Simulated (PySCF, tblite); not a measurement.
# C₅H₁₅BO: a rotation path, then NMR shifts on frames, part 2 of 2

tblite 0.8.0 and PySCF 2.14.0. Atoms count from 0.

### 6 NMR shieldings: image 6, PBE0/pcSseg-1

Job settings and geometry (Å):

```
{"job": {"kind": "nmr", "xc": "PBE0", "basis": "pcSseg-1", "pop": false}, "charge": 0, "multiplicity": 1}
C      2.203700     0.931600    -0.243000
C      1.938500    -0.489700     0.244900
C      0.944400    -1.270600    -0.631500
B     -0.591900    -1.281600    -0.114800
O     -1.083400     0.317100     0.069900
C     -2.231800     0.436200     0.884600
C     -1.265300     0.955300    -1.178500
H      2.943700     1.416500     0.392300
H      2.591300     0.920600    -1.261600
H      1.299000     1.533800    -0.224100
H      2.896700    -1.015600     0.274700
H      1.559300    -0.446600     1.267900
H      1.254500    -2.319400    -0.633600
H      1.058300    -0.938600    -1.667600
H     -1.366500    -1.755600    -0.889700
H     -0.693000    -1.717600     0.986200
H     -2.018500    -0.064500     1.825800
H     -3.101100    -0.038500     0.417900
H     -2.446300     1.493000     1.068100
H     -0.358600     0.794500    -1.754800
H     -1.426700     2.026700    -1.026400
H     -2.116700     0.532200    -1.720500
```

Level: GIAO PBE0/pcSseg-1 NMR shielding, non-relativistic, gas phase.

Log:

```text
coarse grid: 16904 points
cycle   1  E = -299.0700096064  dE =  4.654e-01  |g| = 5.065e-01  |ddm| = 3.750e+00
cycle   2  E = -299.0539739452  dE =  1.604e-02  |g| = 5.876e-01  |ddm| = 1.095e+00
cycle   3  E = -299.1393231729  dE = -8.535e-02  |g| = 8.115e-02  |ddm| = 6.052e-01
cycle   4  E = -299.1403815800  dE = -1.058e-03  |g| = 3.597e-02  |ddm| = 7.187e-02
cycle   5  E = -299.1406139459  dE = -2.324e-04  |g| = 7.733e-03  |ddm| = 2.478e-02
cycle   6  E = -299.1406255210  dE = -1.158e-05  |g| = 1.984e-03  |ddm| = 7.478e-03
cycle   7  E = -299.1406264593  dE = -9.383e-07  |g| = 3.687e-04  |ddm| = 1.855e-03
final grid: 159040 points
cycle   8  E = -299.1942826204  dE = -6.748e-05  |g| = 1.402e-02  |ddm| = 3.481e-02
cycle   9  E = -299.1942565658  dE =  2.605e-05  |g| = 1.873e-02  |ddm| = 2.027e-02
cycle  10  E = -299.1943230092  dE = -6.644e-05  |g| = 1.898e-03  |ddm| = 1.082e-02
cycle  11  E = -299.1943237845  dE = -7.753e-07  |g| = 2.511e-04  |ddm| = 1.696e-03
cycle  12  E = -299.1943237968  dE = -1.233e-08  |g| = 9.490e-05  |ddm| = 3.038e-04
cycle  13  E = -299.1943237990  dE = -2.124e-09  |g| = 2.298e-05  |ddm| = 9.192e-05
cycle  14  E = -299.1943237991  dE = -1.287e-10  |g| = 3.698e-06  |ddm| = 2.473e-05
converged SCF energy = -299.1943237991

GIAO shielding tensors (ppm)
atom      isotropic    diamagn.    paramagn.     s11        s22        s33       span
  0 C      166.258     248.915     -82.657    151.487    162.588    184.699     33.212
  1 C      160.554     246.674     -86.120    148.931    159.200    173.531     24.600
  2 C      163.619     250.202     -86.583    145.401    159.048    186.406     41.005
  3 B       88.528     189.792    -101.264     57.750     78.235    129.598     71.848
  4 O      324.001     398.995     -74.993    294.290    335.949    341.765     47.475
  5 C      118.438     244.179    -125.741     80.078     90.842    184.393    104.315
  6 C      121.901     247.464    -125.564     87.527     97.129    181.045     93.519
  7 H       30.506      29.558       0.948     26.072     27.436     38.011     11.939
  8 H       30.906      30.605       0.302     27.702     28.538     36.479      8.777
  9 H       30.975      33.732      -2.758     25.915     31.667     35.343      9.428
 10 H       29.891      30.357      -0.465     24.256     28.781     36.637     12.381
 11 H       30.201      32.816      -2.615     26.799     29.236     34.567      7.768
 12 H       30.894      31.685      -0.792     25.988     29.005     37.688     11.700
 13 H       31.270      33.605      -2.335     28.850     30.218     34.742      5.892
 14 H       28.473      32.366      -3.894     24.312     28.940     32.165      7.853
 15 H       28.442      33.239      -4.797     23.801     28.876     32.649      8.848
 16 H       27.581      29.602      -2.021     23.555     25.636     33.552      9.996
 17 H       28.279      28.316      -0.037     25.017     25.648     34.173      9.156
 18 H       28.285      28.721      -0.437     24.515     25.306     35.032     10.517
 19 H       27.293      31.837      -4.544     22.726     28.058     31.096      8.370
 20 H       28.532      30.062      -1.530     25.271     25.629     34.695      9.425
 21 H       28.659      29.738      -1.079     25.866     26.056     34.056      8.190
```

Wall time 76 s (1 thread, shared host).

This run: δ C5 68.5, C6 65.0, C1 26.4, C2 23.3, H19 4.42, H16 4.14 ppm.

### 7 NMR shieldings: image 8, PBE0/pcSseg-1

Job settings and geometry (Å):

```
{"job": {"kind": "nmr", "xc": "PBE0", "basis": "pcSseg-1", "pop": false}, "charge": 0, "multiplicity": 1}
C      2.043000     0.894400     0.117400
C      2.095100    -0.629200     0.114700
C      0.948800    -1.273800    -0.671800
B     -0.524800    -1.188700    -0.003000
O     -1.063000     0.415300    -0.051300
C     -2.187300     0.608500     0.782900
C     -1.312500     0.858000    -1.370500
H      2.887000     1.304500     0.670300
H      2.086400     1.281400    -0.900100
H      1.125400     1.244400     0.581900
H      3.054200    -0.941100    -0.312800
H      2.061800    -0.990300     1.144700
H      1.173100    -2.341500    -0.755100
H      0.980600    -0.893500    -1.698300
H     -1.357200    -1.789500    -0.613500
H     -0.522000    -1.425800     1.160500
H     -1.902400     0.303700     1.786900
H     -3.036200     0.001400     0.453400
H     -2.468500     1.665700     0.782700
H     -0.406600     0.685800    -1.944900
H     -1.546400     1.926700    -1.361900
H     -2.139000     0.303300    -1.826100
```

Level: GIAO PBE0/pcSseg-1 NMR shielding, non-relativistic, gas phase.

Log:

```text
coarse grid: 16904 points
cycle   1  E = -299.0707763515  dE =  4.637e-01  |g| = 5.087e-01  |ddm| = 3.747e+00
cycle   2  E = -299.0531182524  dE =  1.766e-02  |g| = 5.944e-01  |ddm| = 1.093e+00
cycle   3  E = -299.1406811822  dE = -8.756e-02  |g| = 7.849e-02  |ddm| = 6.060e-01
cycle   4  E = -299.1416492007  dE = -9.680e-04  |g| = 3.671e-02  |ddm| = 7.080e-02
cycle   5  E = -299.1418911947  dE = -2.420e-04  |g| = 7.674e-03  |ddm| = 2.512e-02
cycle   6  E = -299.1419024757  dE = -1.128e-05  |g| = 1.937e-03  |ddm| = 7.209e-03
cycle   7  E = -299.1419033730  dE = -8.973e-07  |g| = 3.652e-04  |ddm| = 1.879e-03
final grid: 159040 points
cycle   8  E = -299.1964434675  dE = -6.206e-05  |g| = 1.445e-02  |ddm| = 3.543e-02
cycle   9  E = -299.1964130918  dE =  3.038e-05  |g| = 1.971e-02  |ddm| = 2.110e-02
cycle  10  E = -299.1964859434  dE = -7.285e-05  |g| = 1.927e-03  |ddm| = 1.128e-02
cycle  11  E = -299.1964867642  dE = -8.208e-07  |g| = 2.457e-04  |ddm| = 1.742e-03
cycle  12  E = -299.1964867762  dE = -1.203e-08  |g| = 9.286e-05  |ddm| = 3.113e-04
cycle  13  E = -299.1964867783  dE = -2.022e-09  |g| = 2.486e-05  |ddm| = 9.209e-05
cycle  14  E = -299.1964867784  dE = -1.531e-10  |g| = 3.215e-06  |ddm| = 2.638e-05
converged SCF energy = -299.1964867784

GIAO shielding tensors (ppm)
atom      isotropic    diamagn.    paramagn.     s11        s22        s33       span
  0 C      168.855     249.523     -80.669    155.867    164.632    186.065     30.198
  1 C      157.406     245.910     -88.504    147.810    154.268    170.140     22.330
  2 C      161.858     250.394     -88.537    144.694    162.253    178.626     33.931
  3 B       87.852     190.128    -102.276     55.465     77.682    130.408     74.943
  4 O      319.435     399.124     -79.688    293.452    325.348    339.506     46.054
  5 C      119.262     244.415    -125.153     81.387     91.700    184.699    103.312
  6 C      122.921     246.824    -123.903     89.006     97.393    182.363     93.358
  7 H       30.616      29.668       0.948     26.033     27.696     38.120     12.087
  8 H       31.149      31.936      -0.787     28.014     29.503     35.929      7.915
  9 H       30.513      33.918      -3.405     25.461     30.724     35.353      9.892
 10 H       29.916      29.800       0.116     24.494     28.585     36.668     12.173
 11 H       30.161      31.489      -1.328     26.678     28.245     35.560      8.882
 12 H       31.012      31.457      -0.445     25.703     29.392     37.941     12.239
 13 H       31.124      33.585      -2.461     28.562     30.249     34.560      5.998
 14 H       28.465      32.724      -4.259     24.036     28.976     32.384      8.349
 15 H       28.389      33.455      -5.066     23.823     28.956     32.387      8.564
 16 H       27.607      29.722      -2.115     23.613     25.686     33.522      9.910
 17 H       28.302      28.536      -0.234     25.025     25.781     34.100      9.075
 18 H       28.383      28.721      -0.338     24.603     25.409     35.136     10.533
 19 H       27.333      31.756      -4.423     22.560     27.860     31.579      9.019
 20 H       28.553      29.843      -1.290     25.198     25.648     34.812      9.614
 21 H       28.694      29.649      -0.954     25.729     26.043     34.311      8.582
```

Wall time 76 s (1 thread, shared host).

This run: δ C5 67.7, C6 64.0, C1 29.5, C2 25.1, H19 4.38, H16 4.11 ppm.

### 8 Comparing the runs: NMR shifts

Shifts (ppm) of some atoms, chosen among heavy atoms and hydrogens apart, with basis size and wall time:

```csv
frame,C2,C1,C0,H9,H12,B3,O4,functions,time
image 0,26.6,25.8,21.3,0.82,0.44,10.1,11.5,194,1.7 min
image 2,25.1,23.2,21.6,0.62,0.88,10.1,11.7,194,78 s
image 5,22.2,24.0,21.1,0.66,0.95,11.2,10.9,194,79 s
image 6,23.3,26.4,20.7,0.74,0.82,11.5,12.1,194,76 s
image 8,25.1,29.5,18.1,1.20,0.71,12.2,16.6,194,76 s
```

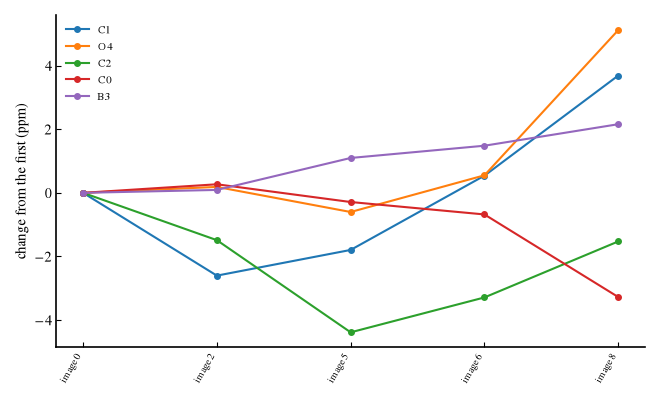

How five of the tabulated atoms move from run to run.

### 9 Summary of results

This closing draws on all 2 parts.

```
                                            quantity                                                                                            value
                                             barrier                                                               0.120 eV (2.8 kcal/mol) at image 5
                               end to end (GFN2-xTB)                                                                                         0.036 eV
     13C shifts against TMS (PBE0/pcSseg-1, image 0)                                                                 68.1, 63.6, 26.6, 25.8, 21.3 ppm
      1H shifts against TMS (PBE0/pcSseg-1, image 0)  4.20, 4.09, 3.48, 3.34, 3.25, 3.21, 3.18, 3.05, 1.34, 1.30, 1.15, 0.98, 0.82, 0.57 ppm and more
11B shifts against BF3·OEt2 (PBE0/pcSseg-1, image 0)                                                                                         10.1 ppm
     17O shifts against H2O (PBE0/pcSseg-1, image 0)                                                                                         11.5 ppm
               surface potential, 1st and 99th percentile                                                                               -1.18 V and 1.40 V
                            range of the shift of C1                                                                                 23.2 to 29.5 ppm
```

What this shows: Along the band the dihedral turns by 108°, and the top (dihedral -112°) lies 2.8 kcal/mol above the start (GFN2-xTB, rough), so at room temperature this motion is fast. Ends this close can change order at a higher level. The top was not checked by a frequency run. Shifts at one fixed geometry are not the observed spectrum, which averages over the motion. In the first frame run (image 0): The largest span, 104 ppm, is at C5, where the paramagnetic term is -125 ppm. In ppm, C1 moves most: its shift spreads over 6.3 ppm, from 23.2 (image 2) to 29.5 (image 8).
